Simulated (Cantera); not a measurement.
Input: 1 mol Si, 0.087 mol O2, 1.2 mol N2, equilibrated at 23000 Pa.

Method: chemical equilibrium by Gibbs-energy minimisation in Cantera with the NASA 1993 tables (ideal gas, pure condensed phases). Candidate condensed phases: Si, SiO2, Si2N2O, Si3N4; 16 gas species. Mutual solubility and eutectic melting of coexisting phases are not modelled. The tables' values for SiN are old estimates; treat these amounts as uncertain. Rates play no part.

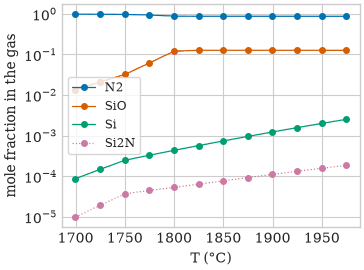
*Equilibrium gas composition (values under 1e-9 drawn at 1e-9)*

From 1700 °C to 1750 °C the condensed part is Si2N2O(s) + Si3N4(s). From 1775 °C to 1800 °C the condensed part is Si(l) + Si2N2O(s). From 1825 °C to 1975 °C the condensed part is Si(l). The main Si-bearing gas is SiO throughout.
